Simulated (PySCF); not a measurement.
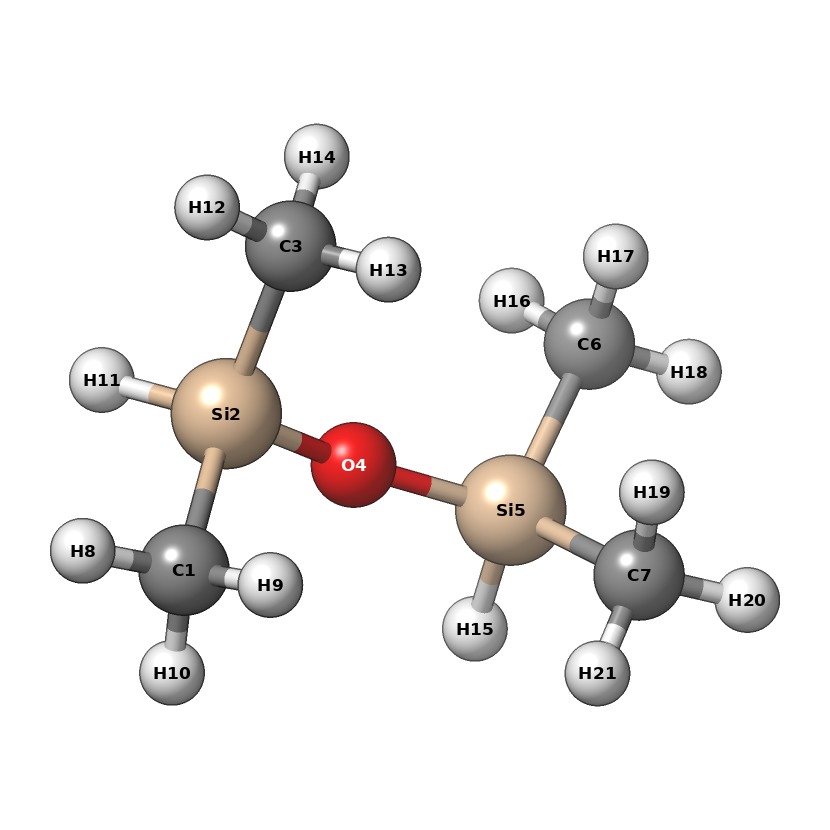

Computed geometry: GFN2-xTB optimisation. No frequency run is at hand to confirm it as a minimum. Electric field gradients from the ground-state density, PBE0/pcSseg-1 (PySCF 2.14.0), non-relativistic apart from any core potentials.

Give the largest field-gradient component, the quadrupole coupling constant and the asymmetry for 17O at O4 (Q = −25.6 mb), 2H at H8 (Q = 2.86 mb), 2H at H9 (Q = 2.86 mb), 2H at H10 (Q = 2.86 mb), 2H at H11 (Q = 2.86 mb).

```csv
atom,V_zz (a.u.),e²qQ/h (MHz),η
O4,1.096,−6.59,0.03
H8,0.327,0.220,0.01
H9,0.325,0.218,0.01
H10,0.326,0.219,0.02
H11,0.158,0.106,0.00
```

The geometry is semi-empirical. Around Si such bond lengths and angles can be off by a tenth of an ångström or more and by several degrees, and values that hang on the shape move with them.
